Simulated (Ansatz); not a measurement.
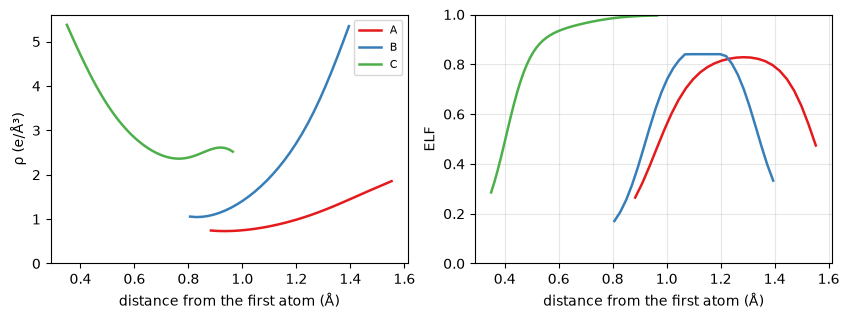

Cl$_{2}$GeH$_{2}$O$_{2}$. Total electron density and ELF along straight lines between neighbouring atoms. The curves leave out the atomic cores.

Geometry: PBE0-D4/def2-SVP.

Theory: RKS PBE0-D4/def2-TZVP in Ansatz 0.2.0.

| atom | x (Å) | y (Å) | z (Å) |
| --- | --- | --- | --- |
| Ge | -0.0988 | 0.0021 | -0.0692 |
| O | -0.0280 | 0.0587 | 1.6718 |
| H | -0.8354 | -0.2625 | 2.0903 |
| O | 1.5595 | -0.0897 | -0.5993 |
| H | 1.6856 | 0.2450 | -1.4950 |
| Cl | -1.0345 | 1.7389 | -0.9022 |
| Cl | -1.2484 | -1.6924 | -0.6965 |

Which curve belongs to which contact (Ge–Cl, Ge–O and O–H)? The first atom named is at distance zero.

Answer. Curve A: Ge–Cl (2.14 Å): ρ at the midpoint is about 0.8 e/Å³; the ELF peaks at about 0.85 in the valence shell of Cl, 0.9 Å from its nucleus, and is about 0.70 at the midpoint. Curve B: Ge–O (1.74 Å): ρ is about 1.1 e/Å³ halfway; the ELF peaks at about 0.85 in the valence shell of O, 0.7 Å from its nucleus, and is about 0.30 at the midpoint. Curve C: O–H (0.96 Å): the density is about 3.7 e/Å³ at the midpoint; the ELF climbs to about 1 towards the hydrogen, as it does in any bond to H; an ordinary covalent bond to hydrogen.
